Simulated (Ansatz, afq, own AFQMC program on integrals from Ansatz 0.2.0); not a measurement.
# InH₃+ (doublet): quantum Monte Carlo beside coupled cluster, def2-SVP, part 2 of 2

Ansatz 0.2.0, Gaussian basis, and an in-house AFQMC program (afq) on its integrals; all values are calculated; def2-SVP, frozen cores. Earlier steps stand in the parts before.

**15. Phaseless AFQMC, CISD trial on UHF**

It reads the integrals that the CCSD(T) run on this determinant wrote.

Started as:

```console
> afq ham --method phaseless --trial cisd --walkers 60 --populations 1 --least-time 40 --time-step 0.005 --steps-per-block 50 --equilibration-blocks 28 --max-blocks 300 --target-error 0.00027 --factor-cut 1e-05 --start spin_pure --seed 8851 --release-times 0.24,0.51,0.99,1.62,2.4 --release-step 0.03 --release-every 4 --taylor-order 6
```

Log:

```text
orbitals 32  electrons 3 2  factors 254 of 492
reference energy -190.58875573 Eh
CCSD correlation -0.06349382 Eh in 11 cycles, weight of the determinant in the CISD state 0.9511
energy of the start -190.652245 Eh
 block  time / (1/Eh)  mean weight  energy / Eh
     1     0.250  1.0005  -190.652093
     2     0.500  1.0003  -190.652132
     3     0.750  1.0002  -190.652179
     4     1.000  1.0009  -190.652270
     5     1.250  0.9998  -190.652394
     6     1.500  1.0004  -190.652775
     7     1.750  0.9994  -190.652590
     8     2.000  1.0009  -190.652251
     9     2.250  0.9990  -190.652607
    10     2.500  1.0002  -190.652778
    13     3.250  1.0013  -190.652350
    17     4.250  1.0009  -190.652633
    21     5.250  1.0001  -190.652486
    25     6.250  1.0010  -190.653450
    29     7.250  1.0006  -190.652983
    33     8.250  0.9991  -190.652882
    37     9.250  1.0009  -190.653025
    41    10.250  0.9992  -190.653137
    45    11.250  1.0003  -190.653289
    49    12.250  1.0014  -190.653268
    53    13.250  0.9995  -190.653033
    57    14.250  0.9993  -190.653120
    61    15.250  1.0010  -190.653164
    65    16.250  0.9999  -190.652607
    69    17.250  1.0013  -190.652954
    73    18.250  1.0011  -190.652629
    77    19.250  1.0012  -190.652823
    81    20.250  1.0000  -190.653077
    85    21.250  1.0006  -190.652320
    89    22.250  0.9994  -190.652416
    93    23.250  1.0007  -190.652858
    97    24.250  1.0000  -190.653124
   101    25.250  1.0002  -190.653383
   105    26.250  0.9995  -190.653358
   109    27.250  1.0001  -190.652790
   113    28.250  1.0002  -190.652711
   117    29.250  0.9993  -190.653339
   121    30.250  1.0007  -190.653192
   125    31.250  1.0001  -190.652703
   129    32.250  1.0001  -190.652951
   133    33.250  0.9990  -190.653593
   137    34.250  1.0001  -190.652935
   141    35.250  1.0015  -190.652614
   145    36.250  0.9996  -190.652703
   149    37.250  1.0000  -190.653602
   153    38.250  1.0014  -190.652968
   157    39.250  0.9992  -190.653171
   161    40.250  1.0005  -190.653185
   165    41.250  1.0010  -190.653973
   169    42.250  1.0001  -190.653456
   173    43.250  1.0003  -190.653026
   177    44.250  1.0010  -190.653487
   181    45.250  0.9998  -190.653517
   185    46.250  1.0002  -190.653347
blocks merged  error / Eh  count
     1  0.000033  160
     2  0.000041  80
     4  0.000054  40
     8  0.000063  20
    16  0.000076  10
released: time / (1/Eh)  energy / Eh  error  mean overlap
  0.24  -190.653071  0.000058  1.0044
  0.51  -190.653104  0.000070  1.0039
  0.99  -190.653180  0.000048  0.9981
  1.62  -190.653258  0.000065  0.9996
  2.40  -190.653229  0.000057  1.0213
energy -190.653066 +/- 0.000063 Eh
```

It took 2.5 min on 1 thread of Arm Neoverse V1, shared host.

Energy -5187.9342 ± 0.0017 eV. Caveats: constraint bias not in the error.

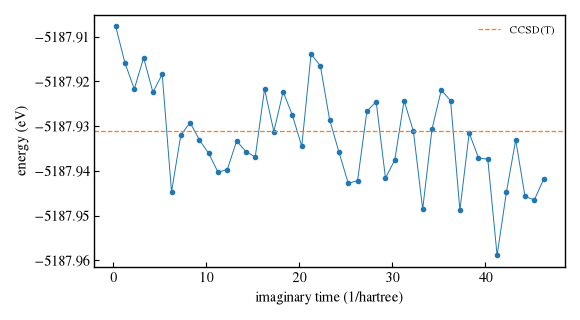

Block energies along the walk.

**16. Phaseless AFQMC, single-determinant trial on UHF**

It reads the integrals that the CCSD(T) run on this determinant wrote.

Started as:

```console
> afq ham --method phaseless --trial hf --walkers 120 --populations 1 --least-time 40 --time-step 0.005 --steps-per-block 20 --equilibration-blocks 112 --max-blocks 600 --target-error 0.00081 --factor-cut 1e-05 --start spin_pure --seed 9488 --taylor-order 6
```

Log:

```text
orbitals 32  electrons 3 2  factors 254 of 492
reference energy -190.58875573 Eh
CCSD correlation -0.06349382 Eh in 11 cycles, weight of the determinant in the CISD state 0.9511
energy of the start -190.588775 Eh
 block  time / (1/Eh)  mean weight  energy / Eh
     1     0.100  1.0004  -190.598856
     2     0.200  0.9999  -190.607169
     3     0.300  0.9989  -190.614692
     4     0.400  1.0013  -190.621828
     5     0.500  1.0006  -190.625257
     6     0.600  1.0001  -190.625647
     7     0.700  0.9999  -190.627947
     8     0.800  1.0013  -190.630562
     9     0.900  1.0005  -190.634836
    10     1.000  1.0010  -190.634725
    14     1.400  0.9996  -190.640342
    27     2.700  1.0000  -190.649884
    40     4.000  0.9998  -190.647201
    53     5.300  0.9991  -190.649252
    66     6.600  0.9997  -190.656952
    79     7.900  1.0005  -190.651642
    92     9.200  1.0001  -190.653138
   105    10.500  1.0000  -190.654133
   118    11.800  0.9995  -190.646702
   131    13.100  1.0004  -190.654251
   144    14.400  1.0010  -190.643435
   157    15.700  1.0005  -190.650580
   170    17.000  0.9999  -190.649517
   183    18.300  1.0000  -190.652290
   196    19.600  1.0002  -190.650527
   209    20.900  0.9991  -190.647395
   222    22.200  1.0002  -190.658174
   235    23.500  0.9997  -190.656436
   248    24.800  0.9998  -190.640716
   261    26.100  0.9998  -190.654884
   274    27.400  0.9995  -190.651219
   287    28.700  1.0002  -190.651889
   300    30.000  1.0004  -190.654614
   313    31.300  1.0005  -190.661736
   326    32.600  1.0009  -190.647795
   339    33.900  1.0009  -190.639620
   352    35.200  0.9994  -190.657987
   365    36.500  1.0013  -190.649020
   378    37.800  0.9999  -190.652065
   391    39.100  0.9993  -190.647146
   404    40.400  0.9999  -190.648202
   417    41.700  0.9999  -190.648146
   430    43.000  0.9997  -190.649696
   443    44.300  1.0006  -190.658725
   456    45.600  0.9999  -190.649250
   469    46.900  0.9998  -190.652659
   482    48.200  0.9998  -190.656597
   495    49.500  1.0006  -190.650545
   508    50.800  1.0004  -190.653899
   521    52.100  1.0001  -190.660539
blocks merged  error / Eh  count
     1  0.000374  410
     2  0.000452  205
     4  0.000616  102
     8  0.000749  51
    16  0.000795  25
    32  0.000845  12
energy -190.652402 +/- 0.000795 Eh
```

Wall time 2.5 min (1 thread of Arm Neoverse V1, shared host).

Energy -5187.9161 ± 0.0216 eV. Caveats: constraint bias not in the error.

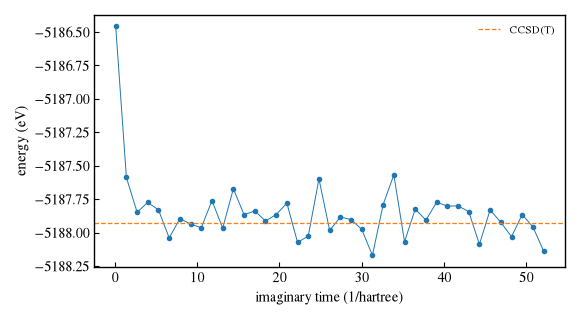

Block energies along the walk.

**17. Free-projection AFQMC, CISD trial on UHF**

It reads the integrals that the CCSD(T) run on this determinant wrote.

Started as:

```console
> afq ham --method free --trial cisd --walkers 60 --time-step 0.03 --max-blocks 80 --target-error 0.00027 --factor-cut 1e-05 --seed 567 --times 0,0.3,0.6,1.2,1.8,2.4,3.6,4.8,6 --taylor-order 8
```

Log:

```text
orbitals 32  electrons 3 2  factors 254 of 492
reference energy -190.58875573 Eh
CCSD correlation -0.06349382 Eh in 11 cycles, weight of the determinant in the CISD state 0.9511
repeat  energy at the last time / Eh  error
    10  -190.653179  0.000182
    20  -190.653261  0.000131
    30  -190.653196  0.000109
time / (1/Eh)  energy / Eh  error  mean overlap
  0.00  -190.652278  0.000023  1.0523
  0.30  -190.652729  0.000032  1.0391
  0.60  -190.652888  0.000035  1.0455
  1.20  -190.653081  0.000035  1.0471
  1.80  -190.653196  0.000046  1.0395
  2.40  -190.653229  0.000050  1.0314
  3.60  -190.653179  0.000052  1.0556
  4.80  -190.653198  0.000076  1.0535
  6.00  -190.653216  0.000108  1.0483
energy -190.653216 +/- 0.000108 Eh
```

Run time: 70 s. Hardware: 1 thread of Arm Neoverse V1, shared host.

Energy -5187.9383 ± 0.0029 eV. Caveats: remainder of the start not in the error.

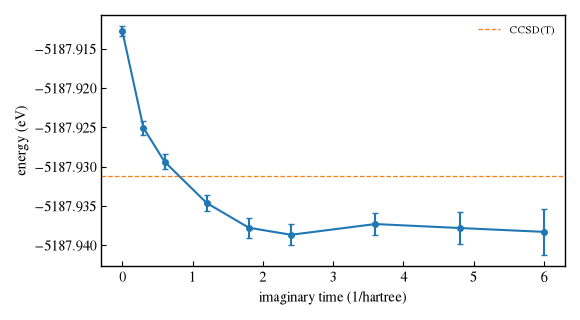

Energy against projection time, with error bars.

**18. Phaseless AFQMC, single-determinant trial on UHF (settings varied)**

It reads the integrals that the CCSD(T) run on this determinant wrote.

Started as:

```console
> afq ham --method phaseless --trial hf --walkers 10 --populations 1 --least-time 40 --time-step 0.02 --steps-per-block 50 --equilibration-blocks 3 --max-blocks 20 --target-error 0.00054 --factor-cut 1e-05 --start spin_pure --seed 7678 --taylor-order 6
```

Log:

```text
orbitals 32  electrons 3 2  factors 254 of 492
reference energy -190.58875573 Eh
CCSD correlation -0.06349382 Eh in 11 cycles, weight of the determinant in the CISD state 0.9511
energy of the start -190.588775 Eh
 block  time / (1/Eh)  mean weight  energy / Eh
     1     1.000  1.0132  -190.637412
     2     2.000  1.0035  -190.693401
     3     3.000  0.9975  -190.672470
     4     4.000  0.9998  -190.647685
     5     5.000  0.9894  -190.650257
     6     6.000  0.9921  -190.641881
     7     7.000  0.9902  -190.627781
     8     8.000  0.9981  -190.632280
     9     9.000  1.0041  -190.631600
    10    10.000  0.9935  -190.642967
    11    11.000  1.0024  -190.640584
    12    12.000  1.0061  -190.690426
    13    13.000  0.9992  -190.659311
    14    14.000  1.0038  -190.628988
    15    15.000  0.9941  -190.670112
    16    16.000  0.9975  -190.674119
    17    17.000  1.0017  -190.669116
    18    18.000  1.0173  -190.661835
    19    19.000  0.9725  -190.649216
    20    20.000  0.9892  -190.645055
    21    21.000  1.0042  -190.632721
    22    22.000  0.9929  -190.646201
    23    23.000  1.0106  -190.643883
blocks merged  error / Eh  count
     1  0.003768  20
     2  0.004586  10
energy -190.649322 +/- 0.003768 Eh
```

Run time: 2 s. Hardware: 1 thread of Arm Neoverse V1, shared host.

Energy -5187.8323 ± 0.1025 eV. The run doesn't count as converged. Caveats: constraint bias not in the error; error not settled; error above the target.

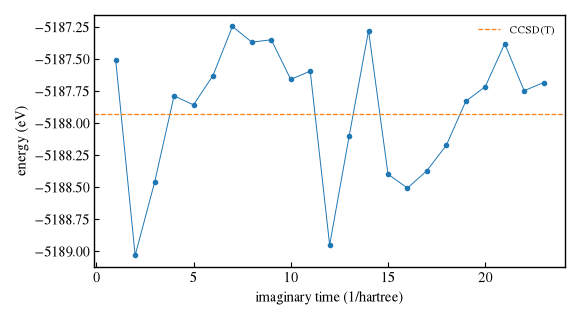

Block energies along the walk.

**19. AFQMC on the ladder**

The full CI on restricted orbitals is not used as the yardstick for these unrestricted rows.

On the UHF determinant, counted from CCSDT(Q) (a yardstick, not exact):

| level | energy (eV) | from CCSDT(Q) (kJ/mol) | statistical error (kJ/mol) | time |
| --- | --- | --- | --- | --- |
| HF | -5186.1842 | +169.4 |  |  |
| MP2 | -5187.4712 | +45.2 |  |  |
| CCSD | -5187.9120 | +2.7 |  |  |
| CCSD(T) | -5187.9312 | +0.8 |  |  |
| CCSDT(Q) | -5187.9398 | 0.0 |  |  |
| Phaseless AFQMC, CISD trial, step 0.005, 60 walkers | -5187.9342 | +0.5 | 0.2 | 2.5 min |
| Phaseless AFQMC, single-determinant trial, step 0.005, 120 walkers | -5187.9161 | +2.3 | 2.1 | 2.5 min |
| Free-projection AFQMC, CISD trial, step 0.03, 60 walkers | -5187.9383 | +0.1 | 0.3 | 70 s |

The functionals' totals stand on their own zeros and serve differences with other points: PBE -5211.581 eV; r2SCAN -5213.577 eV; PBE0 -5211.644 eV; B3LYP -5213.667 eV; wB97M-V -5209.755 eV; B2PLYP -5203.778 eV.

**20. What came out**

This closing draws on all 2 parts.

```
                                                      quantity              value
                                  CCSD(T) on UHF from CCSDT(Q)        +0.8 kJ/mol
              Phaseless AFQMC, CISD trial on UHF from CCSDT(Q)  +0.5 ± 0.2 kJ/mol
Phaseless AFQMC, single-determinant trial on UHF from CCSDT(Q)  +2.3 ± 2.1 kJ/mol
        Free-projection AFQMC, CISD trial on UHF from CCSDT(Q)  +0.1 ± 0.3 kJ/mol
```

On UHF the phaseless walk with the CISD trial lies +0.5 kJ/mol from CCSDT(Q), 3 times its error bar. Free projection has no constraint; at the last time it gives +0.1 ± 0.3 kJ/mol, and from a start that isn't spin pure other spins can mix in. Error bars are statistical and leave out the constraint, the time step and what remains of the start. In carries a core potential, and spin-orbit coupling is left out.
